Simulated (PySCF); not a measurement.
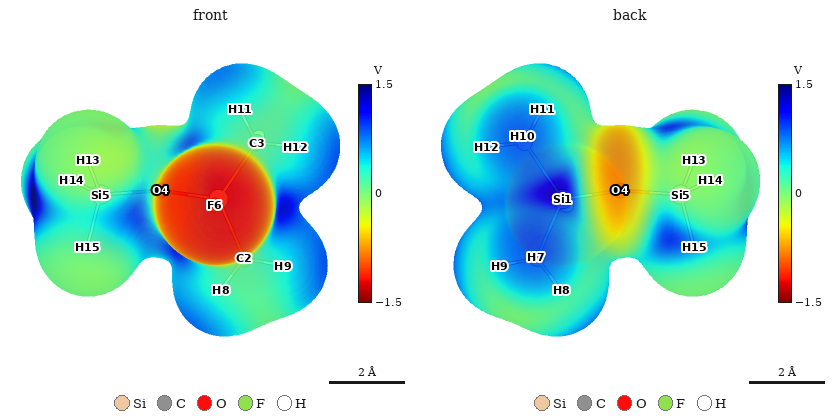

Figure 1: C2H9FOSi2 (SMILES C[Si](C)(F)O[SiH3]). The molecular electrostatic potential painted on the density surface at 0.002 e/bohr³, seen from the front and from behind; the colour scale runs from red (negative) to blue (positive).

Geometry: PBE0-D3(BJ)/def2-SVP.

All numbers below come from PBE0/pcSseg-1, SCF density, gas phase, non-relativistic in PySCF 2.14.0.

The calculation's input:

```
{"job": {"kind": "nmr", "xc": "PBE0", "basis": "pcSseg-1"}, "charge": 0, "multiplicity": 1}
Si    -0.446789     0.071991    -0.388040
C     -1.453405    -1.430238     0.024663
C     -1.325674     1.686627    -0.153806
O      0.943814     0.073365     0.504046
Si     2.572446    -0.236635     0.482929
F      0.001062    -0.036439    -1.954164
H     -1.733492    -1.427922     1.089419
H     -0.877374    -2.347102    -0.173788
H     -2.376835    -1.469801    -0.573141
H     -1.605772     1.828893     0.901205
H     -0.673510     2.522458    -0.449491
H     -2.241254     1.732508    -0.763082
H      3.269869     0.669016    -0.477315
H      3.103150    -0.003404     1.856028
H      2.831917    -1.655085     0.090558
```

Run with:

```sh
OMP_NUM_THREADS=1 python cluster_run.py task.json out
```

Question: Describe the electrostatic potential map.

Answer: The most negative region (about −1.2 V, or −28 kcal/mol for a unit charge) lies over F6, the most positive (about +1.4 V, or +32 kcal/mol for a unit charge) over Si5.
